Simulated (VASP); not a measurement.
Consider the following.

```yaml
crystal:
  lattice:
    - [4.68092, 0.00000, 0.00000]
    - [-2.34046, 4.05379, 0.00000]
    - [0.00000, 0.00000, 10.40068]
  atoms:
    - { symbol: Hg, position: [0.30582, 0.30582, 0.00000] }
    - { symbol: Hg, position: [0.69418, 0.00000, 0.33333] }
    - { symbol: Hg, position: [0.00000, 0.69418, 0.66667] }
    - { symbol: Te, position: [0.48904, 0.48904, 0.50000] }
    - { symbol: Te, position: [0.51096, 0.00000, 0.83333] }
    - { symbol: Te, position: [0.00000, 0.51096, 0.16667] }
```

These are r2SCAN meta-GGA, VASP's PBE PAW potentials (set 64) (plane waves; VASP 6.6.1) values and carry that method's errors. Numerical set-up: 400 eV cut-off, 6×6×3 Γ-centred mesh, tetrahedra with Blöchl corrections, potentials Hg Te.

Unless said otherwise, spin-orbit coupling is left out, though it shifts the bands of the heavy elements here.

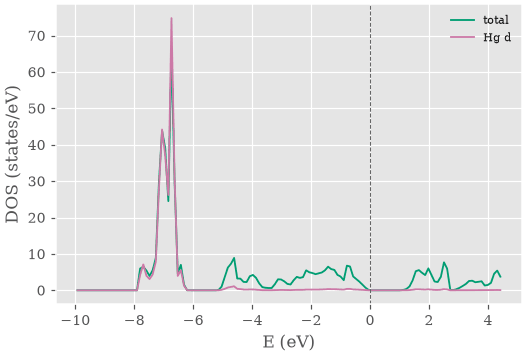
Figure: Total and projected density of states, zero at the valence-band maximum

Within 2 eV below the valence-band maximum the largest weight inside VASP's projection spheres is Te p.

The gap is indirect, 0.96 eV, from the valence maximum at A to the conduction minimum at Γ.

The structure comes from a computed database's HgTe entry (P3_121); how it stands against other phases isn't given here. It was relaxed first.
